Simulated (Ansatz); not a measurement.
**CH5BN2O: two geometries relaxed**

Aim: relax the geometries before and after the inversion of the pyramid at N5, and see whether they are two minima and how far apart in energy. SMILES of the start: N=COBN.

Method: RKS B3LYP-D4/def2-SVP, in Ansatz 0.2.0.

## 1. The structure to begin with

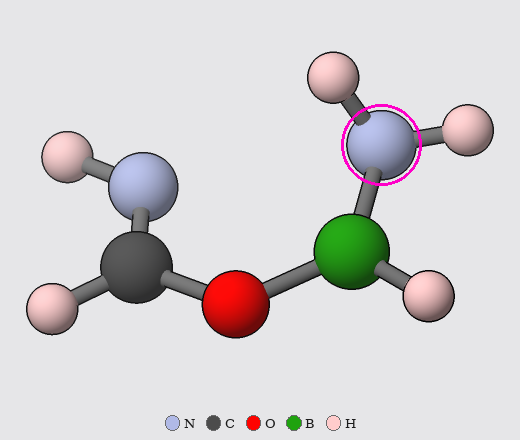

The starting structure, seen from a free direction (nitrogen light blue, carbon dark grey, oxygen red, boron green, hydrogen pink). Ringed: N5.

Structure file:

```xyz
10

N    -0.3803    1.3890    0.7389
C     0.2602    0.5786    1.4107
O     0.5079   -0.7033    0.9172
B     0.2354   -1.2315   -0.4163
N    -0.5121   -0.3783   -1.4824
H    -0.6265    2.4024    1.1046
H     0.6640    0.8634    2.3924
H     0.4379   -2.3562   -0.6672
H     0.1915    0.3596   -1.7219
H    -0.6950   -0.9749   -2.2729
```

## 2. Relaxing end A

input.yaml reads:

```yaml
crystal:
  periodic: [false, false, false]
  atoms:
    - { symbol: "N", position_ang: [-0.3803, 1.389, 0.7389] }
    - { symbol: C, position_ang: [0.2602, 0.5786, 1.4107] }
    - { symbol: O, position_ang: [0.5079, -0.7033, 0.9172] }
    - { symbol: B, position_ang: [0.2354, -1.2315, -0.4163] }
    - { symbol: "N", position_ang: [-0.5121, -0.3783, -1.4824] }
    - { symbol: H, position_ang: [-0.6265, 2.4024, 1.1046] }
    - { symbol: H, position_ang: [0.664, 0.8634, 2.3924] }
    - { symbol: H, position_ang: [0.4379, -2.3562, -0.6672] }
    - { symbol: H, position_ang: [0.1915, 0.3596, -1.7219] }
    - { symbol: H, position_ang: [-0.695, -0.9749, -2.2729] }
basis:
  gaussian: { orbitals: def2-SVP }
hamiltonian:
  xc: b3lyp
  dispersion: d4
relax:
  f_tol: 0.015
  max_steps: 40
output:
  orbitals: {}
```

On the command line:

```console
$ ansatz run input.yaml --threads 2 --pin off --max-ram 3072MiB --backend cpu --events-out ev --progress --plain --runs-dir out
```

The program printed, cut to the lines that bear on the results:

```text
Warning: RAYON_NUM_THREADS=2 ignored (pool sized by the plan → 2); use --threads N
[...]
Functional definition: B3LYP
[...]
1067 factors; integrals over basis functions are off by at most 3.5e-4 eV
[...]
mean field -6817.24502604 eV, -250.5291338123 hartree, gradient 3.5e-5 eV, S^2 0.000000; 0 other end points of the search recorded, 0 dependent functions left out
[...]
reference -6817.24526973 eV, -250.5291427677 hartree; 19, 19 occupied and 76, 76 virtual orbitals, 1067 factors
relax step   1: F+E_penalty+E_count = -6817.50952384 eV  Δ(F+E_penalty+E_count) = +0.000e0 eV  max|allowed force component| = 3.809e0 eV/Å  Δτ_max = 0.0000 Å  (27 SCF iters, accepted)
[...]
relax step   3: F+E_penalty+E_count = -6818.79000873 eV  Δ(F+E_penalty+E_count) = -3.839e-1 eV  max|allowed force component| = 1.633e0 eV/Å  Δτ_max = 0.1948 Å  (31 SCF iters, accepted)
[...]
relax step   5: F+E_penalty+E_count = -6819.13740444 eV  Δ(F+E_penalty+E_count) = -1.021e-1 eV  max|allowed force component| = 3.188e-1 eV/Å  Δτ_max = 0.2000 Å  (29 SCF iters, accepted)
[...]
relax step   7: F+E_penalty+E_count = -6819.16888466 eV  Δ(F+E_penalty+E_count) = -9.893e-4 eV  max|allowed force component| = 1.472e-1 eV/Å  Δτ_max = 0.0233 Å  (31 SCF iters, accepted)
[...]
relax step   9: F+E_penalty+E_count = -6819.16928930 eV  Δ(F+E_penalty+E_count) = -1.681e-4 eV  max|allowed force component| = 2.801e-2 eV/Å  Δτ_max = 0.0043 Å  (25 SCF iters, accepted)
[...]
relax step  10: F+E_penalty+E_count = -6819.16930997 eV  Δ(F+E_penalty+E_count) = -2.067e-5 eV  max|allowed force component| = 5.404e-3 eV/Å  Δτ_max = 0.0021 Å  (24 SCF iters, accepted)
1067 factors; integrals over basis functions are off by at most 3.8e-4 eV
mean field -6818.89635084 eV, -250.5898188794 hartree, gradient 1.8e-5 eV, S^2 0.000000; 1 other end points of the search recorded, 0 dependent functions left out
[...]
reference -6818.89658818 eV, -250.5898276015 hartree; 19, 19 occupied and 76, 76 virtual orbitals, 1067 factors
Total energy: -6819.16954731 eV, -250.5998586644 hartree
Atom 0 at    -0.246385     1.487691     0.524518 Å, force    -0.003996     0.001458    -0.003320 eV/Å
Atom 1 at     0.218486     0.571816     1.271567 Å, force     0.000119    -0.005404     0.001608 eV/Å
Atom 2 at     0.446061    -0.686286     0.879887 Å, force     0.004432     0.002376     0.000460 eV/Å
Atom 3 at     0.225331    -1.228583    -0.398984 Å, force    -0.004770    -0.000239     0.001204 eV/Å
Atom 4 at    -0.281336    -0.482736    -1.454184 Å, force     0.000694    -0.000178    -0.001290 eV/Å
Atom 5 at    -0.332368     2.360703     1.048535 Å, force     0.003207     0.000589     0.001756 eV/Å
Atom 6 at     0.491893     0.698982     2.334052 Å, force    -0.001661     0.000828    -0.000410 eV/Å
Atom 7 at     0.509513    -2.394645    -0.510009 Å, force     0.001588     0.000221    -0.000043 eV/Å
Atom 8 at    -0.510245     0.499933    -1.320470 Å, force     0.000526     0.001214     0.000351 eV/Å
Atom 9 at    -0.437951    -0.878074    -2.371814 Å, force    -0.000140    -0.000865    -0.000316 eV/Å
Dipole moment:    -0.079054     0.304040     0.009795 e Å
```

Wall time 25 s (2 threads of Arm Neoverse V1, shared host); peak memory 0.19 GiB.

Step by step:

| step | energy from step 1 (eV) | largest force component (eV/Å) |
| --- | --- | --- |
| 1 | 0.0000 | 3.8087 |
| 2 | -0.8966 | 2.3076 |
| 3 | -1.2805 | 1.6325 |
| 4 | -1.5258 | 0.7745 |
| 5 | -1.6279 | 0.3188 |
| 6 | -1.6584 | 0.1156 |
| 7 | -1.6594 | 0.1472 |
| 8 | -1.6596 | 0.1049 |
| 9 | -1.6598 | 0.0280 |
| 10 | -1.6598 | 0.0054 |

Step 1 is the start.

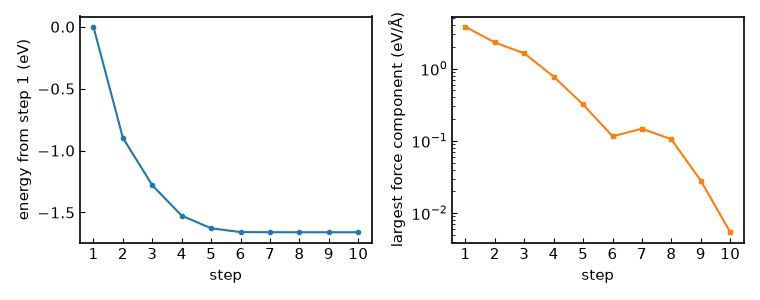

How energy and force went from step to step.

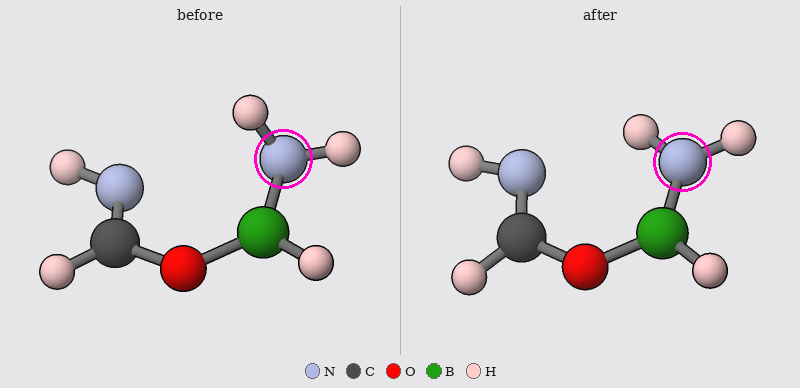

Before and after, at one scale.

After: Bond lengths: N1–C2 1.270 Å, C2–O3 1.337 Å, O3–B4 1.407 Å, B4–N5 1.388 Å, N1–H6 1.022 Å, C2–H7 1.104 Å, B4–H8 1.205 Å, N5–H9 1.018 Å, N5–H10 1.011 Å. Angles: N1–C2–O3 124.6°, N1–C2–H7 125.0°, O3–C2–H7 110.4°, C2–N1–H6 110.2°, C2–O3–B4 127.0°, O3–B4–N5 122.8°, O3–B4–H8 114.8°, N5–B4–H8 122.4°, B4–N5–H9 120.1°, B4–N5–H10 122.4°, H9–N5–H10 117.5°.

## 3. Relaxing end B

The second end starts from a geometry with the move made by hand.

input.yaml, as its differences from that of step 2:

```diff
@@ -11,4 +11,4 @@
     - { symbol: H, position_ang: [0.4379, -2.3562, -0.6672] }
-    - { symbol: H, position_ang: [0.1915, 0.3596, -1.7219] }
-    - { symbol: H, position_ang: [-0.695, -0.9749, -2.2729] }
+    - { symbol: H, position_ang: [-0.67287, 0.52737, -0.98158] }
+    - { symbol: H, position_ang: [-1.38373, -0.84122, -1.68301] }
 basis:
@@ -21,3 +21 @@
   max_steps: 40
-output:
-  orbitals: {}
```

On the command line:

```console
$ ansatz run input.yaml --threads 2 --pin off --max-ram 3072MiB --backend cpu --events-out ev --progress --plain --runs-dir out
```

The program printed, cut to the lines that bear on the results:

```text
Warning: RAYON_NUM_THREADS=2 ignored (pool sized by the plan → 2); use --threads N
[...]
[... 1 set-up line as earlier in the session ...]
[...]
1066 factors; integrals over basis functions are off by at most 3.5e-4 eV
[...]
mean field -6817.50601206 eV, -250.5387248717 hartree, gradient 3.8e-5 eV, S^2 0.000000; 0 other end points of the search recorded, 0 dependent functions left out
[...]
reference -6817.50625354 eV, -250.5387337460 hartree; 19, 19 occupied and 76, 76 virtual orbitals, 1066 factors
relax step   1: F+E_penalty+E_count = -6817.77496232 eV  Δ(F+E_penalty+E_count) = +0.000e0 eV  max|allowed force component| = 4.086e0 eV/Å  Δτ_max = 0.0000 Å  (27 SCF iters, accepted)
[...]
relax step   3: F+E_penalty+E_count = -6818.80254395 eV  Δ(F+E_penalty+E_count) = -2.497e-1 eV  max|allowed force component| = 2.612e0 eV/Å  Δτ_max = 0.1943 Å  (30 SCF iters, accepted)
[...]
Total energy: -6819.16951355 eV, -250.5998574239 hartree
Atom 0 at    -0.415738     1.486667     0.731069 Å, force     0.004476     0.004188     0.010366 eV/Å
Atom 1 at     0.282737     0.618448     1.340772 Å, force    -0.004585     0.002781    -0.005153 eV/Å
Atom 2 at     0.534577    -0.612265     0.882643 Å, force    -0.008643     0.004721    -0.011619 eV/Å
Atom 3 at     0.088212    -1.171313    -0.328621 Å, force     0.007331    -0.005391     0.009921 eV/Å
Atom 4 at    -0.702807    -0.476773    -1.233188 Å, force    -0.005598     0.003758    -0.006646 eV/Å
Atom 5 at    -0.464627     2.347494     1.279733 Å, force    -0.000235    -0.002663    -0.002620 eV/Å
Atom 6 at     0.767379     0.770436     2.321469 Å, force    -0.000165     0.000702    -0.000446 eV/Å
Atom 7 at     0.446275    -2.305547    -0.523055 Å, force     0.000581    -0.003636    -0.002450 eV/Å
Atom 8 at    -0.986762     0.480509    -1.035854 Å, force     0.005760    -0.005085     0.007165 eV/Å
Atom 9 at    -1.019346    -0.887406    -2.101658 Å, force     0.001079     0.000627     0.001483 eV/Å
Dipole moment:    -0.103580     0.294881     0.032662 e Å
```

Run time: 23 s. Hardware: 2 threads of Arm Neoverse V1, shared host; peak memory 0.19 GiB.

The steps of the relaxation:

| step | energy from step 1 (eV) | largest force component (eV/Å) |
| --- | --- | --- |
| 1 | 0.0000 | 4.0856 |
| 2 | -0.7779 | 2.2649 |
| 3 | -1.0276 | 2.6119 |
| 4 | -1.2821 | 0.9684 |
| 5 | -1.3471 | 0.6224 |
| 6 | -1.3864 | 0.2856 |
| 7 | -1.3938 | 0.1135 |
| 8 | -1.3943 | 0.0258 |
| 9 | -1.3943 | 0.0116 |

Step 1 is the start.

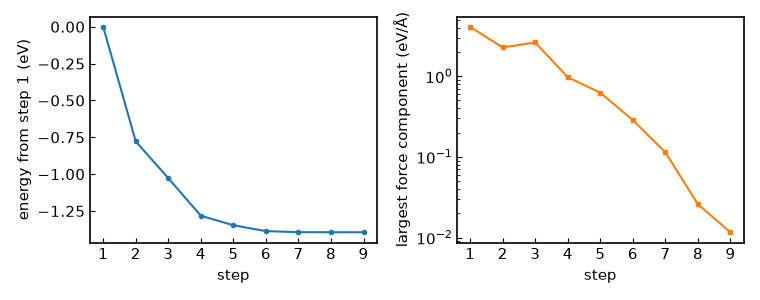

How energy and force went from step to step.

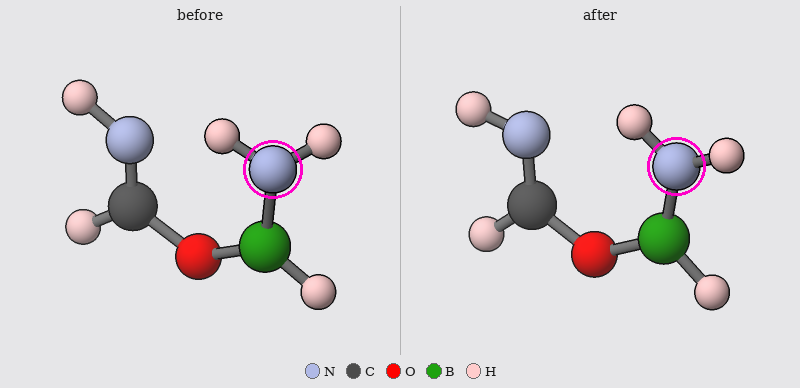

The structure before (left) and after (right), drawn at the same scale.

After: Bond lengths: N1–C2 1.270 Å, C2–O3 1.337 Å, O3–B4 1.407 Å, B4–N5 1.388 Å, N1–H6 1.022 Å, C2–H7 1.104 Å, B4–H8 1.205 Å, N5–H9 1.018 Å, N5–H10 1.011 Å. Angles: N1–C2–O3 124.6°, N1–C2–H7 125.0°, O3–C2–H7 110.4°, C2–N1–H6 110.1°, C2–O3–B4 126.9°, O3–B4–N5 122.9°, O3–B4–H8 114.7°, N5–B4–H8 122.4°, B4–N5–H9 120.2°, B4–N5–H10 122.3°, H9–N5–H10 117.5°.

## 4. What came out

| quantity | value |
| --- | --- |
| end A | 9 moves, 1.660 eV lower |
| end B | 8 moves, 1.394 eV lower |
| largest difference between the ends | 0.00 Å |
| end B relative to end A | +0.000 eV |

In words: Both starts fell into the same minimum (no atom differs by more than 0.00 Å), so from this start no second minimum was found and no band was run; another arrangement could still be one.
